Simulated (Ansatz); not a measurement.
Band structure of K₂BrCl (R-3m, 4 atoms in the cell).

```
K2BrCl
1.0
    2.26558     1.30804     7.41716
   -2.26558     1.30804     7.41716
    0.00000    -2.61607     7.41716
K Br Cl
2 1 1
Direct
  0.74619   0.74619   0.74619
  0.25381   0.25381   0.25381
  0.50000   0.50000   0.50000
  0.00000   0.00000   0.00000
```

Method: PBEsol, PAW files made with PBE (plane waves; Ansatz, an electronic-structure program).

Settings: kpoints.mp_grid.grid = 7 7 7; hamiltonian.xc = pbesol; hamiltonian.pseudopotentials = {kind: paw} (an earlier, softer set of the program's PAW files); scf.occupations.method = fermi_dirac; scf.occupations.width = 0.0037 Ry; kpoints.band_path.path = [[0.0, 0.0, 0.0], [0.5, 0.0, 0.0], [0.5, 0.18740017, -0.18740017]]; kpoints.band_path.npoints = 8.

The starting cell comes from a database of computed structures (which also holds hypothetical and non-ambient phases and stackings), without a prior relaxation at this level. Its lattice was rescaled by a random factor within 2.5 % of one.

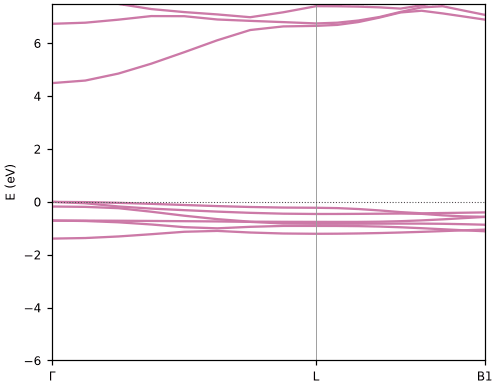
Fig. 1. Bands along the path, energies from the top of the valence band on the path.

Q: Read off roughly the gap and where its edges lie.

A: The gap along the path is about 4.5 eV (computed: 4.49 eV), direct at Γ to within 0.01 eV.

Levels in eV from the top of the valence band on the path, bands 13 to 19:
```tsv
point	13	14	15	16	17	18	19
Γ	-0.71	-0.18	0.00	0.00	4.49	6.74	7.72
L	-0.83	-0.76	-0.46	-0.22	6.66	6.75	7.40
B1	-0.86	-0.57	-0.56	-0.40	6.89	7.07	7.84
```

Keys are those of Ansatz 0.2.
